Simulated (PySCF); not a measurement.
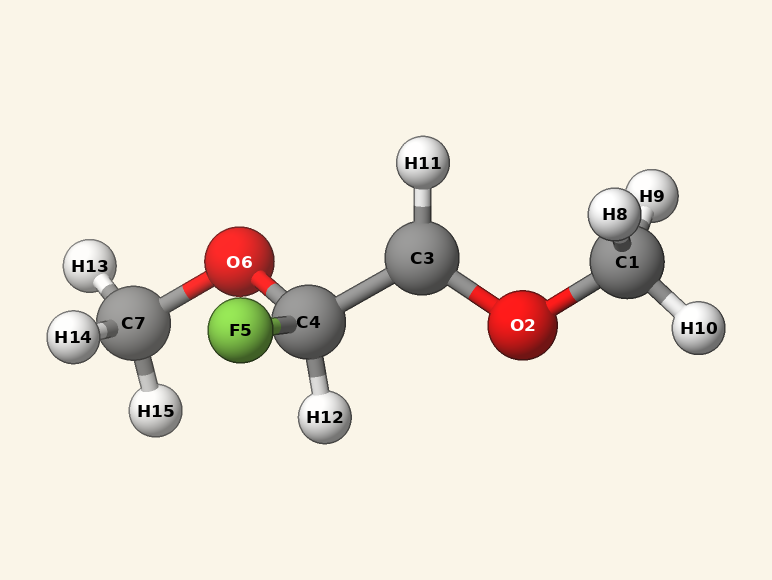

The species is neutral and a spin doublet. The geometry was computed by an optimisation with GFN2-xTB. No frequency run is at hand to confirm it as a minimum. Level of theory: UKS B3LYP, pcH-1 on C F H O, non-relativistic (PySCF 2.14.0). Fermi-contact and spin-dipolar terms alone, no spin-orbit part.

Question. Which nucleus has the largest dipolar (anisotropic) hyperfine coupling?

Answer. 19F at F5: principal values −99.5, −92.4, 191.9 MHz.

List the isotropic and dipolar parts for the most strongly coupled nuclei, one of each equivalent set.

```tsv
atom	isotope	a_iso (MHz)	dipolar part (MHz)
F5	19F	252.0	−99.5, −92.4, 191.9
C3	13C	88.0	−74.2, −73.2, 147.4
O2	17O	−25.4	−73.4, 35.2, 38.2
H11	1H	−57.8	−34.8, −0.8, 35.6
H12	1H	1.4	−6.0, −3.8, 9.8
H9	1H	15.7	−3.9, −3.5, 7.3
H8	1H	15.1	−3.7, −3.3, 7.0
O6	17O	−25.7	−7.0, 3.1, 3.9
```
